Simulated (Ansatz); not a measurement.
# KSnCl3 (model cell, started as cubic perovskite with Sn in the octahedra): a soft mode frozen in, part 3 of 3

Wanted: the energy along a soft mode of KSnCl3 (model cell, started as cubic perovskite with Sn in the octahedra) and the structure at the end.

Ansatz 0.2.0; DFT PBEsol, scalar-relativistic, plane waves, PAW; PAW set soft_1.

So far. Step 5 (Energy along the mode, all amplitudes (two of the runs …): The lowest of the steps tried is the last one, at 0.6 Å, 11.2 meV/atom below the parent; the bottom of the well need not coincide with a step. Step 7 (The new phase in its own primitive cell): The largest force component left is 0.80 meV/Å and the pressure is 0.001 GPa, within the tolerances set. The cell now holds 34.93 Å³/atom. The relaxed cell has a, b, c = 5.522, 7.230, 8.749 Å (conventional setting).

The structure was built from a prototype and need not be the compound's stable phase.

**8. Modes of the new phase, k-mesh 8×8×8**

A relaxed structure may still be a saddle point, so its zone-centre modes are computed. The response to a homogeneous field gives the Born charges and the dielectric tensor.

input.yaml

```yaml
crystal:
  lattice:
    - [5.5216490215, 0.0, 0.0]
    - [0.0, 3.6149597598, 4.3742812735]
    - [0.0, -3.6149597598, 4.3742812735]
  atoms:
    - { symbol: K, position: [0.0, 0.1294036472, 0.1294036472] }
    - { symbol: Sn, position: [0.5, 0.4930752483, 0.4930752483] }
    - { symbol: Cl, position: [0.5, 0.4360072735, 0.9553295616] }
    - { symbol: Cl, position: [0.5, 0.9553295616, 0.4360072735] }
    - { symbol: Cl, position: [0.0, 0.4883707262, 0.4883707262] }
kpoints:
  mp_grid: { grid: [8, 8, 8] }
hamiltonian:
  xc: pbesol
  pseudopotentials: { kind: paw, azcp: { folder: soft_1 }, xc_functional: pbe }
scf:
  occupations: { method: fixed }
output:
  eigenvalues: true
phonons:
  method: dfpt
  dielectric: true
  rigid_motions: translations
```

Run with:

```console
$ ansatz run input.yaml --threads 4 --pin off --max-ram 16384MiB --backend cpu --events-out ev --progress --plain --runs-dir out
```

Numbers of over 12 decimals in the logs are rounded to 6 here.

The program printed:

```text
[...]
Crystal: 5 atoms, lattice volume = 174.626 Å³
Basis set: ecut = 420 eV, 3433 PW (Γ), exchange–correlation on 80×80×80 points (8 copies of the dense FFT grid, shifted against one another)
Bands: 27, of which v1, the nominal top of the filled ones, is band 22 counted from 1 (21 counted from 0)
Symmetry: 4 space group operations
k-points: 260 of 512 (irreducible under 1 space group operation, time reversal used)
[...]
SCF iter   1: F=—  HF=-10656.635919 eV  |F-HF|=—  |Δ(HF+E_count)|=         —  Δρ=3.50e-2  dr2=3.63e0  ethr=3.10e-3  ⟨swp⟩=5.1  Hψ=28075  notcnv=0  defer=647
[...]
SCF iter  12: F=-10655.068638 eV  HF=-10655.068638 eV  |F-HF|=3.82e-11  |Δ(HF+E_count)|=  5.75e-10  Δρ=7.94e-8  dr2=1.23e-11  ethr=1.00e-12  ⟨swp⟩=17.8  Hψ=57375  notcnv=0
SCF 1 converged in 12 iterations: F = -10655.068638 eV  dr2 = 1.23e-11
[...]
NSCF: frozen V_eff on 2 k-points
DFPT response loops at Γ: preconditioner auto → none (the input reference at scf.mixing.eps_inf says where Resta's filter doesn't serve); β = 0.50; Broyden in place of MSR1
── the response to a field inside a basis, on 12×12×12 k-points: an SCF that follows is theirs, and a resumed run solves both again ──
Bands: 23, of which v1, the nominal top of the filled ones, is band 22 counted from 1 (21 counted from 0)
k-points: 252 of 1728 (time reversal used)
[...]
Eigensolver: Dense (252 Hₖ)
SCF iter   1: F=—  HF=-10655.050072 eV  |F-HF|=—  |Δ(HF+E_count)|=         —  Δρ=1.26e-4  dr2=5.56e-6  ethr=1.00e-1
[...]
SCF iter   3: F=-10655.050079 eV  HF=-10655.050079 eV  |F-HF|=8.08e-9  |Δ(HF+E_count)|=   2.15e-6  Δρ=5.30e-6  dr2=3.15e-8  ethr=3.66e-9
SCF 1 converged in 3 iterations: F = -10655.050079 eV  dr2 = 3.15e-8
[...]
WARN: field response: inside a basis, on 12×12×12 points, no mesh in reach settles it: take ε∞, Z* and everything formed from them with what they may err, as stated (eps_inf_uncertainty, zstar_uncertainty_e), and compare with field_mesh: kpoints on a denser kpoints.mp_grid
WARN: field response: ε∞ stands inside a basis, on 12×12×12 points; the force constants stand on the 8×8×8 k-mesh, whose period is 10.71 times the interband length at k = (-0.5000, -0.5000, -0.5000), direct gap 1.188 eV, under 14: take them and everything formed from them as unconverged, and compare with a denser kpoints.mp_grid
SCF converged after 12 iterations
Free energy (F): -10655.068638 eV
[...]
Internal energy: -10655.068638 eV  (E = F + TS)
E sigma→0 (E₀):  -10655.068638 eV
Fermi energy:    3.349651 eV
[...]
--- Band table (eV; the first three rows and the last of 260) ---
  k-point 0: bands = [... 18 lower, 0.0322, 0.0632, 0.0793, 0.5817, 5.8830, 7.8318, 7.9052, 8.3312, ... 1 higher]
  k-point 1: bands = [... 18 lower, 0.0165, 0.0717, 0.1273, 0.5403, 6.0010, 7.5812, 7.8692, 8.2672, ... 1 higher]
  k-point 2: bands = [... 18 lower, 0.0152, 0.0616, 0.2451, 0.5864, 6.2797, 6.9445, 7.8453, 8.1498, ... 1 higher]
  k-point 259: bands = [... 18 lower, 0.3246, 0.4649, 0.6932, 3.3497, 4.5372, 4.6972, 4.7186, 7.2808, ... 1 higher]
--- Phonons (Γ-DFPT): 12 representative perturbations + reference, on 260 of 512 k-points (Σ response iterations 37) ---
  k mesh reduced under 1 symmetry operation, with k and −k counted as one. Each operation leaves every solved perturbation unchanged. A smaller set is not considered because the run solves the response to a homogeneous field
  ASR residual: 1.074e-4 → 0.000e0 eV/Å²; symmetrization residual: 1.408e-5 eV/Å²
  ASR residual per site (eV/Å²): 1.74e-5 1.07e-4 3.00e-5 3.00e-5 2.94e-5
[...]
ε∞ (high-frequency dielectric tensor):
        4.874881     0.000000    -0.000000
        0.000000     3.795371     0.000000
       -0.000000     0.000000     4.138467
  softest optical mode at Γ: -33.87 cm⁻¹; the repairs (sum rule, projections) moved no ω² at Γ by more than (1.37 cm⁻¹)²
  Born effective charges Z* (e; rows j = field, columns β = displacement):
    site 0:
         1.33662   -0.00000   -0.00000
        -0.00000    1.25468    0.00000
        -0.00000    0.00000    1.07181
    site 1:
         4.49323    0.00000   -0.00000
         0.00000    3.13626    0.00000
         0.00000    0.00000    3.56697
    site 2:
        -0.61002   -0.00000    0.00000
        -0.00000   -1.92531    1.55611
        -0.00000    1.43825   -2.02899
    site 3:
        -0.61002   -0.00000   -0.00000
        -0.00000   -1.92531   -1.55611
         0.00000   -1.43825   -2.02899
    site 4:
        -4.60982   -0.00000   -0.00000
        -0.00000   -0.54033   -0.00000
        -0.00000   -0.00000   -0.58079
  Z* charge neutrality: 7.668e-3 e pre-enforcement
  solved inside a basis spanned on kpoints, on 12×12×12 k-points, which do not settle them: ε∞ is read to err by 7.1e-2, Z* by 8.7e-2 e (field_mesh: kpoints solves on kpoints); Z* is corrected for what the basis lacks
  optical modes at Γ without the LO–TO term, one row a degenerate level:
      ω (cm⁻¹)  modes    IR ((D/Å)²/amu)
        -33.87      1             0.9037
         30.42      1             0.0562
         55.40      1            11.9155
         59.72      1             0.3591
         65.48      1             0.7114
         70.48      1             0.0000
         74.06      1             1.5229
         94.40      1             5.8536
         97.27      1             0.1482
        111.09      1             1.5410
        161.63      1             9.3358
        183.45      1             9.3727
  optical modes at Γ + LO–TO along q̂ = [1.0000, 0.0000, 0.0000]:
      ω (cm⁻¹)  modes    IR ((D/Å)²/amu)
        -33.87      1             0.9037
         30.42      1             0.0562
         59.72      1             0.3591
         65.48      1             0.7114
         70.48      1             0.0000
         71.40      1             0.0118
         84.77      1             0.0499
         97.27      1             0.1482
        111.09      1             1.5410
        161.63      1             9.3358
[...]
optical modes at Γ + LO–TO along q̂ = [0.0000, 1.0000, 0.0000]:
      ω (cm⁻¹)  modes    IR ((D/Å)²/amu)
[...]
optical modes at Γ + LO–TO along q̂ = [0.0000, 0.0000, 1.0000]:
      ω (cm⁻¹)  modes    IR ((D/Å)²/amu)
        -33.87      1             0.9037
         30.42      1             0.0562
         55.40      1            11.9155
         63.09      1             0.0540
         65.48      1             0.7114
         70.48      1             0.0000
         74.06      1             1.5229
         94.40      1             5.8536
         97.89      1             0.0110
        119.85      1             0.2797
        161.63      1             9.3358
        254.56      1            11.0762
```

The job ended after 11 min (4 threads of Arm Neoverse V1, shared host; peak memory 5 GiB).

This step gave:

```yaml
sum_rule_residual_before_enforcement: 1.07e-4 eV/Å²
miss_of_the_charge_sum_rule: 0.007668 e
estimated_error_of_the_dielectric_tensor: 0.07054
estimated_error_of_the_born_charges: 0.08700 e
point_group: mm2
highest_optical_mode_at_the_zone_centre_no_lo_to_term: 183.4 cm⁻¹
lowest_optical_zone_centre_mode: -33.87 cm⁻¹
mean_high_frequency_dielectric_constant: 4.270
largest_born_charge_third_of_the_trace: 3.732 e
top_of_the_zone_centre_spectrum_with_the_field: 254.6 cm⁻¹
```

Without the LO-TO term. Patterns of degenerate modes are one choice out of their space. The modes at Γ (shares of kinetic energy by element, %) (negative means imaginary):

```
mode  frequency (cm⁻¹)  symmetry  K %  Sn %  Cl %
   1             -33.9        B2   26     2    71
   2               0.0  acoustic   15    45    40
   3               0.0  acoustic   15    45    40
   4               0.0  acoustic   15    45    40
   5              30.4        B2   11     8    81
   6              55.4        B1   13     0    87
   7              59.7        A1   41    12    47
   8              65.5        B2   47    12    41
   9              70.5        A2    0     0   100
  10              74.1        B1   62    29     8
  11              94.4        B1   10    26    64
  12              97.3        A1   14    18    67
  13             111.1        A1   30     7    63
  14             161.6        B2    0    33    67
  15             183.4        A1    0    18    82
```

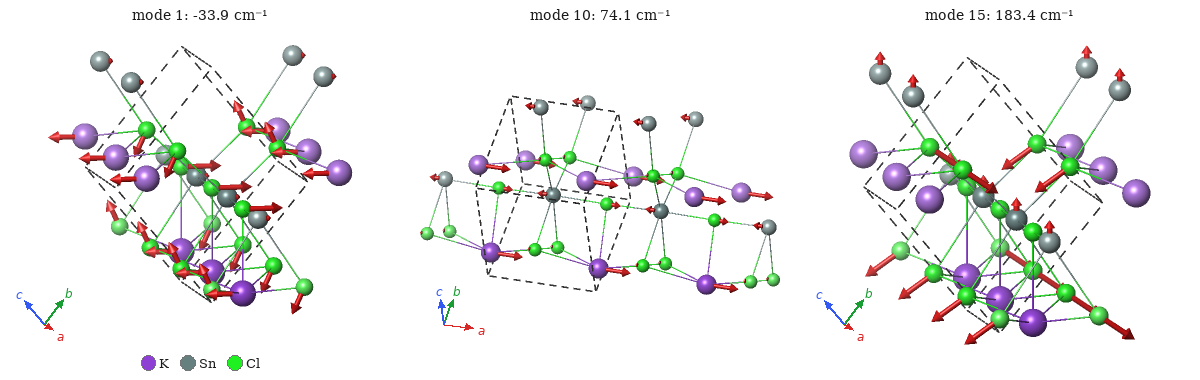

Displacement patterns of modes 1, 10 and 15 at Γ; arrows are exaggerated. 2×1×1 cells are drawn. Some periodic images of atoms are drawn too.

High-frequency dielectric tensor, which the program warns is not settled by the k meshes in reach. Tensor:

|  | x | y | z |
| --- | --- | --- | --- |
| x | 4.875 | 0 | 0 |
| y | 0 | 3.795 | 0 |
| z | 0 | 0 | 4.138 |

Optical modes at the zone centre, without and with the macroscopic field of the longitudinal modes; each column is sorted by frequency, so a row need not hold one and the same mode. Modes with and without the field, by row:

| rank among optical modes | no field (cm⁻¹) | q along (1, 0, 0) (cm⁻¹) | q along (0, 1, 0) (cm⁻¹) | q along (0, 0, 1) (cm⁻¹) |
| --- | --- | --- | --- | --- |
| 1 | -33.9 | -33.9 | -11.1 | -33.9 |
| 2 | 30.4 | 30.4 | 32.3 | 30.4 |
| 3 | 55.4 | 59.7 | 55.4 | 55.4 |
| 4 | 59.7 | 65.5 | 59.7 | 63.1 |
| 5 | 65.5 | 70.5 | 70.5 | 65.5 |
| 6 | 70.5 | 71.4 | 73.8 | 70.5 |
| 7 | 74.1 | 84.8 | 74.1 | 74.1 |
| 8 | 94.4 | 97.3 | 94.4 | 94.4 |
| 9 | 97.3 | 111.1 | 97.3 | 97.9 |
| 10 | 111.1 | 161.6 | 111.1 | 119.8 |
| 11 | 161.6 | 183.4 | 183.4 | 161.6 |
| 12 | 183.4 | 231.3 | 243.4 | 254.6 |

Born charge (rows field, columns displacement) (e), principal values of the symmetric part by kind of site:

| atom | atoms with these values | low | middle | high | mean |
| --- | --- | --- | --- | --- | --- |
| K1 | 1 | 1.07 | 1.25 | 1.34 | 1.22 |
| Sn2 | 1 | 3.14 | 3.57 | 4.49 | 3.73 |
| Cl3 | 2 | -3.48 | -0.61 | -0.48 | -1.52 |
| Cl5 | 1 | -4.61 | -0.58 | -0.54 | -1.91 |

In full for Sn2:

```
4.49 0.00 0.00
0.00 3.14 0.00
0.00 0.00 3.57
```

Transverse modes; imaginary modes are left out. Infrared lines, with heights relative to the strongest:

```csv
position (cm⁻¹),label,relative intensity
30,B2,0.5
55,B1,100
60,A1,3.0
66,B2,6.0
70,A2,0.0
74,B1,13
94,B1,49
97,A1,1.2
111,A1,13
162,B2,78
184,A1,79
```

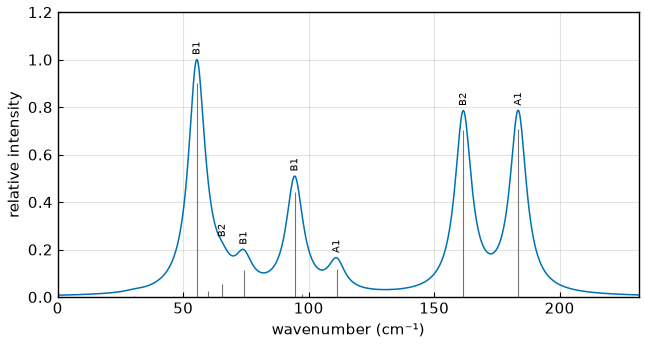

The infrared spectrum, broadened with Lorentzians of width 8 cm⁻¹; bars mark the lines.

Before it was imposed, the acoustic sum rule was missed by 1.1e-4 eV/Å² and the charge sum rule by 0.0077 e. Small misses are needed for a sound result but don't prove that mesh and cutoff are converged. The lowest optical mode is imaginary, 33.9i cm⁻¹, so the energy falls along it.

The log warns of the k mesh: “the force constants stand on the 8×8×8 k-mesh, whose period is 10.71 times the interband length at k = (-0.5000, -0.5000, -0.5000), direct gap 1.188 eV, under 14: take them and everything formed from them as unconverged”.

**9. What came out**

| Item | Value |
| --- | --- |
| unstable mode of the parent | q = (0, 0, 0), 61i cm⁻¹ |
| depth at the lowest point sampled | 11.2 meV/atom |
| largest atomic shift at that point | 0.6 Å |
| space group reached (within 0.01 Å) | Amm2 |
| energy gained over the parent (first relaxation, on the mesh of the frozen mode) | 21.6 meV/atom |
| volume per atom, phase reached | 34.9 Å³ |
| gap on the k-mesh, phase reached | 1.19 eV |
| lowest optical zone-centre mode, phase reached | -33.9 cm⁻¹ |
| highest optical mode at the zone centre (no LO-TO term), phase reached | 183 cm⁻¹ |

**Reading.** Along this mode the structure falls into Amm2, 21.6 meV/atom below the parent. At the parent's cell the well is 11.21 meV/atom deep on the steps tried, with its lowest point at a shift of 0.6 Å. That is the last step tried, so the steps alone don't bracket the bottom of the well. Relaxing atoms and cell changes the gain by +10.44 meV/atom against the lowest step (energies at zero smearing). The new phase still has an imaginary mode at the zone centre of its cell, so it is a saddle point on the way to a lower structure. Of the 4 patterns followed to their end from this parent, this one ends 16.0 meV/atom above the lowest, P4/mbm. Each path keeps the symmetry of its pattern, so a lower phase may lie along a pattern not tried. With the field response the log warns that the k mesh is coarse for the force constants too, so the frequencies may not be converged. In at least one run the field response is not settled by the k meshes in reach, so its dielectric tensor, Born charges and longitudinal modes are rough. Spin-orbit coupling is left out, which can matter for the heavy elements here. The PAW files were made for PBE and serve the other functionals too. The starting cell was built on a prototype and not taken from a measurement, so the phase need not exist.

[Logs are printed without paths, hosts, clocks, repeated set-up lines and the standing remarks that a program may print on its own settings, such as how far it seeks lower states.]

[Hosts, paths, dates, database ids (printed as entryN), source tags and the programs' standing remarks are cut or masked in the printed files.]
